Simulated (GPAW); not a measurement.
# Excited-state calculation, with input and output: BF$_{3}$

- system: BF$_{3}$, SMILES FB(F)F
- method: TDDFT (revPBE)/dzp, scalar-relativistic datasets (GPAW 26.7.0)

The geometry comes from this level: GFN2-xTB. Figures and captions count atoms from 1; the log counts them from 0 in places.

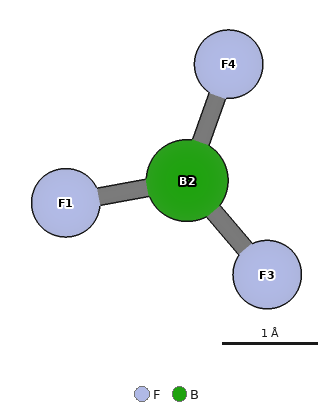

Figure 1. The input geometry (ball-and-stick view, seen at a tilt; atoms are numbered from 1 in the order of the input).

Summary:

```csv
quantity,value
outcome,converged
energy relative to the program's reference atoms,−20.1507 eV
basis functions,52
HOMO,−9.46 eV
LUMO,0.29 eV
dipole moment,0.00 D
lowest excitation,10.00 eV
hardware,"1 thread of Arm Neoverse V2, 24 GiB of memory available, shared host"
wall time,5.3 s
peak memory,0.23 GiB
```

Input (molecule.py):
```python
from ase import Atoms
from ase.units import Hartree
from gpaw import GPAW
from gpaw.lrtddft import LrTDDFT

mol = Atoms('FBFF',
    positions=[[  0.539490,   0.208970,   1.164320],
               [ -0.000530,   0.000030,   0.000310],
               [ -0.262760,  -1.213240,  -0.386460],
               [ -0.276200,   1.004240,  -0.778170]])
mol.center(vacuum=3.0)

calc = GPAW(mode='lcao',
            basis='dzp',
            h=0.2,
            xc='revPBE',
            nbands='nao',
            maxiter=150,
            poissonsolver={'name': 'MomentCorrectionPoissonSolver', 'poissonsolver': 'fast', 'moment_corrections': 4},
            symmetry='off',
            legacy_gpaw=True,
            txt='-')
mol.calc = calc
mol.get_potential_energy()

lr = LrTDDFT(calc, xc='RPA', restrict={'jend': 17, 'istart': 9}, txt='lr.txt')
lr.diagonalize()
energies = [x.get_energy() * Hartree for x in lr][:8]
strengths = [x.get_oscillator_strength()[0] for x in lr][:8]
for n, (e, f) in enumerate(zip(energies, strengths), 1):
    print(f'{n:3d} {e:8.3f} eV  f = {f:.4f}')
```

Run as:
```bash
python molecule.py > molecule.log
```

Log:
```
___ ___ ___ _ _ _
 |   |   |_  | | | |
 | | | | | . | | | |
 |__ |  _|___|_____|  26.7.0
 |___|_|

units:  Angstrom and eV
cores:  1
OpenMP: False

Versions:
  Python: 3.12.14
  ASE:    3.29.0
  Numpy:  2.5.5
  Scipy:  1.18.1
  Libxc:  7.0.0

        _gpaw.cpython-312-aarch64-linux-gnu.so

Input parameters:
  basis: dzp
  h: 0.2
  maxiter: 150
  mode: lcao
  nbands: nao
  poissonsolver: {moment_corrections: 4,
                  name: MomentCorrectionPoissonSolver,
                  poissonsolver: fast}
  symmetry: off
  xc: revPBE

System changes: positions, numbers, cell, pbc, initial_charges, initial_magmoms

Initialize ...

species:
  F:
    name:    Fluorine
    Z:       9.0
    valence: 7
    core:    2
    charge:  0.0  # [|e|]
    file:    F.revPBE.gz
    compensation charges:
      type: gauss
      rc: 0.20  # [Å]
      lmax: 2
    cutoffs:
      filter: 1.14  # [Å]
      core: 0.74  # [Å]
    projectors
    | kind |    occ | energy [eV] | rcut [Å] |
    |------|--------|-------------|----------|
    |   2s |  2.000 |     -29.933 |    0.635 |
    |   2p |  5.000 |     -11.043 |    0.635 |
    |    s |        |      -2.721 |    0.635 |
    |    p |        |      16.168 |    0.635 |
    |    d |        |       0.000 |    0.635 |

    LCAO basis set for F:
      Name: dzp
      File: F.dzp.basis.gz
      Number of radial functions: 5
      Number of spherical harmonics: 13
        l=0, rc=3.8594 Bohr: 2s-sz confined orbital
        l=1, rc=4.8750 Bohr: 2p-sz confined orbital
        l=0, rc=2.0156 Bohr: 2s-dz split-valence wave
        l=1, rc=2.6094 Bohr: 2p-dz split-valence wave
        l=2, rc=4.8750 Bohr: d-type Gaussian polarization
      Number of RI-basis functions 0

  B:
    name:    Boron
    Z:       5.0
    valence: 3
    core:    2
    charge:  0.0  # [|e|]
    file:    B.revPBE.gz
    compensation charges:
      type: gauss
      rc: 0.20  # [Å]
      lmax: 2
    cutoffs:
      filter: 1.14  # [Å]
      core: 1.38  # [Å]
    projectors
    | kind |    occ | energy [eV] | rcut [Å] |
    |------|--------|-------------|----------|
    |   2s |  2.000 |      -9.465 |    0.635 |
    |   2p |  1.000 |      -3.568 |    0.635 |
    |    s |        |      17.746 |    0.635 |
    |    p |        |      23.644 |    0.635 |
    |    d |        |       0.000 |    0.635 |

    LCAO basis set for B:
      Name: dzp
      File: B.dzp.basis.gz
      Number of radial functions: 5
      Number of spherical harmonics: 13
        l=0, rc=6.6719 Bohr: 2s-sz confined orbital
        l=1, rc=8.2188 Bohr: 2p-sz confined orbital
        l=0, rc=3.7500 Bohr: 2s-dz split-valence wave
        l=1, rc=4.6094 Bohr: 2p-dz split-valence wave
        l=2, rc=8.2188 Bohr: d-type Gaussian polarization
      Number of RI-basis functions 0

Reference energy: -8818.109075  # eV

Spin-paired calculation

Convergence criteria:
 Maximum [total energy] change in last 3 cyles: 0.0005 eV / valence electron
 Maximum integral of absolute [dens]ity change: 0.0001 electrons / valence electron
 Maximum integral of absolute [eigenst]ate change: 4e-08 eV^2 / valence electron
 Maximum number of scf [iter]ations: 150
 (Square brackets indicate name in SCF output, whereas a 'c' in
 the SCF output indicates the quantity has converged.)

Symmetries present (total): 1

  ( 1  0  0)
  ( 0  1  0)
  ( 0  0  1)

1 k-point (Gamma)
1 k-point in the irreducible part of the Brillouin zone
       k-points in crystal coordinates                weights
   0:     0.00000000    0.00000000    0.00000000          1/1

Wave functions: LCAO
  Diagonalizer: Serial LAPACK
  Atomic Correction: dense with blas
  Data-type: float

Occupation numbers: # Zero width

Eigensolver
   LCAO using direct dense diagonalizer

Densities:
  Coarse grid: 36*40*40 grid
  Fine grid: 72*80*80 grid
  Total Charge: 0.000000

Density mixing:
  Method: separate
  Backend: msr1
  Linear mixing parameter: 0.05
  old densities: 10
  Width of damping distribution: 1.1
  Damping of long wavelength oscillations: 1  # (no daming)

Hamiltonian:
  XC and Coulomb potentials evaluated on a 72*80*80 grid
  Using the revPBE Exchange-Correlation functional
  Interpolation: tri-quintic (5. degree polynomial)
  Poisson solver: FastPoissonSolver using
    Stencil: 6*3+1=19 point O(h^6) finite-difference Laplacian
    FFT axes: []
    FST axes: [np.int64(0), np.int64(1), np.int64(2)]

    1 moment corrections:
      [center] range(0, 4)

XC parameters: revPBE with 2 nearest neighbor stencil

Memory estimate:
  Process memory now: 155.66 MiB
  Calculator: 37.38 MiB
    Density: 21.53 MiB
      Arrays: 10.95 MiB
      Localized functions: 2.46 MiB
      Mixer: 8.12 MiB
    Hamiltonian: 10.74 MiB
      Arrays: 7.17 MiB
      XC: 0.00 MiB
      Poisson: 3.38 MiB
      vbar: 0.20 MiB
    Wavefunctions: 5.11 MiB
      C [qnM]: 0.02 MiB
      S, T [2 x qmm]: 0.04 MiB
      P [aqMi]: 0.00 MiB
      BasisFunctions: 5.04 MiB
      Eigensolver: 0.00 MiB

Total number of cores used: 1

Number of atoms: 4
Number of atomic orbitals: 52
Number of bands in calculation: 52
Number of valence electrons: 24
Bands to converge: occupied

... initialized

Initializing position-dependent things.

Density initialized from atomic densities
      .----------------.
     /|                |
    / |                |
   /  |                |
  /   |                |
 *    |                |
 |    |      F         |
 |    |                |
 |    |     B          |
 |    |   F            |
 |    .----------------.
 |   /                /
 |  /                /
 | /                /
 |/                /
 *----------------*

Atomic positions and initial magnetic moments

Positions:
   0 F      3.815690    4.422210    4.942490    ( 0.0000,  0.0000,  0.0000)
   1 B      3.275670    4.213270    3.778480    ( 0.0000,  0.0000,  0.0000)
   2 F      3.013440    3.000000    3.391710    ( 0.0000,  0.0000,  0.0000)
   3 F      3.000000    5.217480    3.000000    ( 0.0000,  0.0000,  0.0000)

Unit cell:
           periodic     x           y           z      points  spacing
  1. axis:    no     6.815690    0.000000    0.000000    36     0.1893
  2. axis:    no     0.000000    8.217480    0.000000    40     0.2054
  3. axis:    no     0.000000    0.000000    7.942490    40     0.1986

  Lengths:   6.815690   8.217480   7.942490
  Angles:   90.000000  90.000000  90.000000

Effective grid spacing dv^(1/3) = 0.1977

iter:   1 00:00:01   -20.566586        c
iter:   2 00:00:01   -20.451039        c -1.23
iter:   3 00:00:01   -20.140205        c -1.27
iter:   4 00:00:01   -20.150332        c -1.83
iter:   5 00:00:02   -20.150728c       c -2.66
iter:   6 00:00:02   -20.150705c       c -3.34
iter:   7 00:00:02   -20.150705c       c -4.22c

Converged after 7 iterations.

Dipole moment: (-0.000768, -0.000068, 0.000583) |e|*Ang

Energy contributions relative to reference atoms: (reference = -8818.109075)

Kinetic:        +35.879699
Potential:      -34.265135
External:        +0.000000
XC:             -23.036183
Entropy (-ST):   +0.000000
Local:           +1.270915
SIC:             +0.000000
--------------------------
Free energy:    -20.150705
Extrapolated:   -20.150705

 Band  Eigenvalues  Occupancy
    0    -31.74162    2.00000
    1    -30.68177    2.00000
    2    -30.68101    2.00000
    3    -14.47238    2.00000
    4    -13.47297    2.00000
    5    -13.47247    2.00000
    6    -12.56736    2.00000
    7    -10.64042    2.00000
    8    -10.63919    2.00000
    9    -10.43177    2.00000
   10    -10.43114    2.00000
   11     -9.45584    2.00000
   12      0.28964    0.00000
   13      2.38691    0.00000
   14      5.30280    0.00000
   15      5.30519    0.00000
   16      5.78262    0.00000
   17     11.19335    0.00000
   18     11.20499    0.00000
   19     12.33675    0.00000
   20     19.18158    0.00000
   21     19.18572    0.00000
   22     20.04654    0.00000
   23     20.04857    0.00000
   24     22.23684    0.00000
   25     23.01072    0.00000
   26     23.01238    0.00000
   27     24.22453    0.00000
   28     25.22157    0.00000
   29     25.22525    0.00000
   30     25.27827    0.00000
   31     25.85223    0.00000
   32     35.62220    0.00000
   33     35.62256    0.00000
   34     47.12889    0.00000
   35     47.13116    0.00000
   36     52.60994    0.00000
   37     56.69149    0.00000
   38     56.69520    0.00000
   39     57.09665    0.00000
   40     58.07841    0.00000
   41     58.07982    0.00000
   42     58.69748    0.00000
   43     62.15321    0.00000
   44     64.46659    0.00000
   45     71.62573    0.00000
   46     71.62805    0.00000
   47     77.42481    0.00000
   48     77.42939    0.00000
   49     80.23562    0.00000
   50     82.67955    0.00000
   51     82.68227    0.00000

Fermi level: -4.58310

Gap: 9.745 eV
Transition (v -> c):
  (s=0, k=0, n=11, [0.00, 0.00, 0.00]) -> (s=0, k=0, n=12, [0.00, 0.00, 0.00])
No difference between direct/indirect transitions
Initializing position-dependent things.

      .----------------.
     /|                |
    / |                |
   /  |                |
  /   |                |
 *    |                |
 |    |      F         |
 |    |                |
 |    |     B          |
 |    |   F            |
 |    .----------------.
 |   /                /
 |  /                /
 | /                /
 |/                /
 *----------------*

Atomic positions and initial magnetic moments

Positions:
   0 F      3.815690    4.422210    4.942490    ( 0.0000,  0.0000,  0.0000)
   1 B      3.275670    4.213270    3.778480    ( 0.0000,  0.0000,  0.0000)
   2 F      3.013440    3.000000    3.391710    ( 0.0000,  0.0000,  0.0000)
   3 F      3.000000    5.217480    3.000000    ( 0.0000,  0.0000,  0.0000)

Unit cell:
           periodic     x           y           z      points  spacing
  1. axis:    no     6.815690    0.000000    0.000000    36     0.1893
  2. axis:    no     0.000000    8.217480    0.000000    40     0.2054
  3. axis:    no     0.000000    0.000000    7.942490    40     0.1986

  Lengths:   6.815690   8.217480   7.942490
  Angles:   90.000000  90.000000  90.000000

Effective grid spacing dv^(1/3) = 0.1977

iter:   1 00:00:02   -20.150705        c      c
iter:   2 00:00:02   -20.150705        c      c
iter:   3 00:00:02   -20.150705c       c      c

Converged after 3 iterations.

Dipole moment: (-0.000768, -0.000068, 0.000583) |e|*Ang

Energy contributions relative to reference atoms: (reference = -8818.109075)

Kinetic:        +35.879699
Potential:      -34.265135
External:        +0.000000
XC:             -23.036183
Entropy (-ST):   +0.000000
Local:           +1.270915
SIC:             +0.000000
--------------------------
Free energy:    -20.150705
Extrapolated:   -20.150705

 Band  Eigenvalues  Occupancy
    0    -31.74162    2.00000
    1    -30.68177    2.00000
    2    -30.68101    2.00000
    3    -14.47238    2.00000
    4    -13.47297    2.00000
    5    -13.47247    2.00000
    6    -12.56736    2.00000
    7    -10.64042    2.00000
    8    -10.63919    2.00000
    9    -10.43177    2.00000
   10    -10.43114    2.00000
   11     -9.45584    2.00000
   12      0.28964    0.00000
   13      2.38691    0.00000
   14      5.30280    0.00000
   15      5.30519    0.00000
   16      5.78262    0.00000
   17     11.19335    0.00000
   18     11.20499    0.00000
   19     12.33675    0.00000
   20     19.18158    0.00000
   21     19.18572    0.00000
   22     20.04654    0.00000
   23     20.04857    0.00000
   24     22.23684    0.00000
   25     23.01072    0.00000
   26     23.01238    0.00000
   27     24.22453    0.00000
   28     25.22157    0.00000
   29     25.22525    0.00000
   30     25.27827    0.00000
   31     25.85223    0.00000
   32     35.62220    0.00000
   33     35.62256    0.00000
   34     47.12889    0.00000
   35     47.13116    0.00000
   36     52.60994    0.00000
   37     56.69149    0.00000
   38     56.69520    0.00000
   39     57.09665    0.00000
   40     58.07841    0.00000
   41     58.07982    0.00000
   42     58.69748    0.00000
   43     62.15321    0.00000
   44     64.46659    0.00000
   45     71.62573    0.00000
   46     71.62805    0.00000
   47     77.42481    0.00000
   48     77.42939    0.00000
   49     80.23562    0.00000
   50     82.67955    0.00000
   51     82.68227    0.00000

Fermi level: -4.58310

Gap: 9.745 eV
Transition (v -> c):
  (s=0, k=0, n=11, [0.00, 0.00, 0.00]) -> (s=0, k=0, n=12, [0.00, 0.00, 0.00])
No difference between direct/indirect transitions
  1   10.005 eV  f = 0.0000
  2   12.224 eV  f = 0.0000
  3   13.017 eV  f = 0.1011
  4   13.070 eV  f = 0.1079
  5   13.203 eV  f = 0.0005
  6   13.204 eV  f = 0.0003
  7   15.254 eV  f = 0.0000
  8   15.880 eV  f = 0.0000
```

File lr.txt:
```
Kohn-Sham single transitions

KSS 18 transitions (restrict={'jend': 17, 'istart': 9})
KSS TRK sum 1.26841 (0.730562,1.50187,1.57281)
KSS polarisabilities(l=0-3) 1.26841, 5.82655, 31.0884, 181.419

Linear response TDDFT calculation

RPA 18 transitions
RPA kss[0]= # <KSSingle> 9->12 0(0) eji=10.7214[eV] (-0.281228,-0.0914224,-0.609957)
RPA estimated time left 2s
RPA kss[1]= # <KSSingle> 9->13 0(0) eji=12.8187[eV] (-0.00169367,-0.000210881,-0.00377748)
RPA estimated time left 2s
RPA kss[2]= # <KSSingle> 9->14 0(0) eji=15.7346[eV] (0.0270331,-0.00203868,-0.0121916)
RPA estimated time left 2s
RPA kss[3]= # <KSSingle> 9->15 0(0) eji=15.737[eV] (-0.311897,0.0232511,0.142172)
RPA estimated time left 2s
RPA kss[4]= # <KSSingle> 9->16 0(0) eji=16.2144[eV] (-0.0923898,-0.0292578,-0.195278)
RPA estimated time left 1s
RPA kss[5]= # <KSSingle> 9->17 0(0) eji=21.6251[eV] (-0.0272546,0.000299099,0.0126159)
RPA estimated time left 1s
RPA kss[6]= # <KSSingle> 10->12 0(0) eji=10.7208[eV] (-0.00336231,-0.670043,0.10192)
RPA estimated time left 1s
RPA kss[7]= # <KSSingle> 10->13 0(0) eji=12.8181[eV] (-0.000165834,-0.00465266,0.000482919)
RPA estimated time left 1s
RPA kss[8]= # <KSSingle> 10->14 0(0) eji=15.7339[eV] (-0.312605,0.0229006,0.140418)
RPA estimated time left 1s
RPA kss[9]= # <KSSingle> 10->15 0(0) eji=15.7363[eV] (-0.0270285,0.00357727,0.0119733)
RPA estimated time left 1s
RPA kss[10]= # <KSSingle> 10->16 0(0) eji=16.2138[eV] (-0.00117197,-0.215482,0.0328274)
RPA estimated time left 1s
RPA kss[11]= # <KSSingle> 10->17 0(0) eji=21.6245[eV] (0.0993856,-0.00763611,-0.0472195)
RPA estimated time left 0s
RPA kss[12]= # <KSSingle> 11->12 0(0) eji=9.74548[eV] (-8.98254e-06,-0.00034487,5.18044e-05)
RPA estimated time left 0s
RPA kss[13]= # <KSSingle> 11->13 0(0) eji=11.8428[eV] (-1.10121e-05,0.000104124,-0.000134391)
RPA estimated time left 0s
RPA kss[14]= # <KSSingle> 11->14 0(0) eji=14.7586[eV] (0.191503,0.101718,0.409334)
RPA estimated time left 0s
RPA kss[15]= # <KSSingle> 11->15 0(0) eji=14.761[eV] (0.0142684,-0.450791,0.105309)
RPA estimated time left 0s
RPA kss[16]= # <KSSingle> 11->16 0(0) eji=15.2385[eV] (7.38598e-05,-0.0031141,0.000596455)
RPA estimated time left 0s
RPA kss[17]= # <KSSingle> 11->17 0(0) eji=20.6492[eV] (0.18352,0.177764,0.378799)
# diagonalize: 18 transitions original
# diagonalize: 18 transitions now
LrTDDFT digonalized:
  <LrTDDFTExcitation> om=10.0047[eV] |me|=2.5485e-05 (-0.27,-0.96,-0.03)
  <LrTDDFTExcitation> om=12.2244[eV] |me|=7.48646e-05 (-0.16,-0.47,-0.87)
  <LrTDDFTExcitation> om=13.0174[eV] |me|=0.389355 (-0.40,-0.39,-0.83)
  <LrTDDFTExcitation> om=13.0702[eV] |me|=0.402256 (-0.10,0.92,-0.38)
  <LrTDDFTExcitation> om=13.2032[eV] |me|=0.0262266 (0.00,-0.99,0.10)
  <LrTDDFTExcitation> om=13.2037[eV] |me|=0.0201921 (0.48,-0.18,0.86)
  <LrTDDFTExcitation> om=15.2539[eV] |me|=0.00183165 (-0.01,0.98,-0.21)
  <LrTDDFTExcitation> om=15.88[eV] |me|=0.00122274 (0.06,0.99,-0.10)
  <LrTDDFTExcitation> om=15.9752[eV] |me|=0.0111635 (-0.74,0.13,0.66)
  <LrTDDFTExcitation> om=15.9755[eV] |me|=0.00453108 (-0.34,-0.88,0.33)
  <LrTDDFTExcitation> om=16.1833[eV] |me|=0.489932 (0.88,-0.09,-0.47)
  <LrTDDFTExcitation> om=16.2106[eV] |me|=0.586963 (0.45,0.38,0.81)
  <LrTDDFTExcitation> om=16.2973[eV] |me|=0.4614 (-0.11,0.92,-0.38)
  <LrTDDFTExcitation> om=16.4388[eV] |me|=0.217226 (0.39,0.39,0.83)
  <LrTDDFTExcitation> om=16.6306[eV] |me|=0.588154 (-0.10,0.92,-0.38)
  <LrTDDFTExcitation> om=21.8002[eV] |me|=0.621348 (0.40,0.39,0.83)
  <LrTDDFTExcitation> om=21.863[eV] |me|=0.0144687 (-0.38,-0.51,-0.77)
  <LrTDDFTExcitation> om=22.0879[eV] |me|=0.105478 (-0.87,0.09,0.48)
Timing:          incl.     excl.
---------------------------------------
diagonalize:     0.001     0.000   0.0% |
 build:          0.000     0.000   0.0% |
 clean:          0.000     0.000   0.0% |
 omega:          0.001     0.001   0.0% |
Other:           2.762     2.762 100.0% |---------------------------------------|
---------------------------------------
Total:                     2.763 100.0%

Memory usage: 239.75 MiB
```

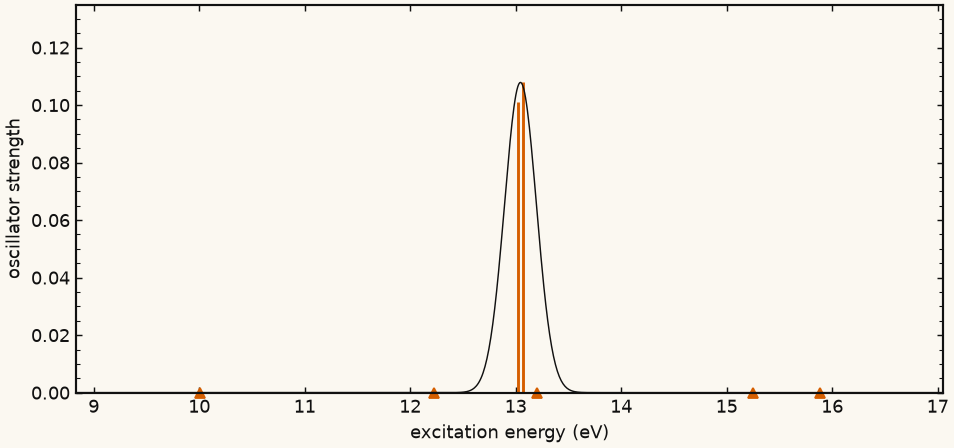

Figure 2. Computed excitations as sticks (degenerate states added up, dark ones marked on the axis), with a Gaussian envelope of 0.35 eV full width at half maximum, scaled to the tallest. Of the 8 states the lowest lies at 10.00 eV (f = 0.000); the strongest line is at 13.07 eV, or 95 nm (f = 0.108).

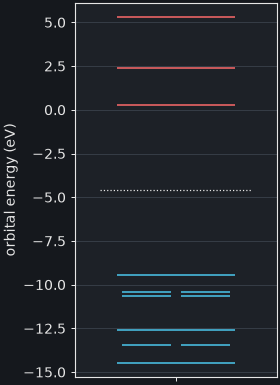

Figure 3. Orbital energies near the frontier; the dotted line parts filled from empty levels, and levels within 0.02 eV of each other stand side by side. Highest filled −9.46 eV, lowest empty 0.29 eV, 9.75 eV apart.
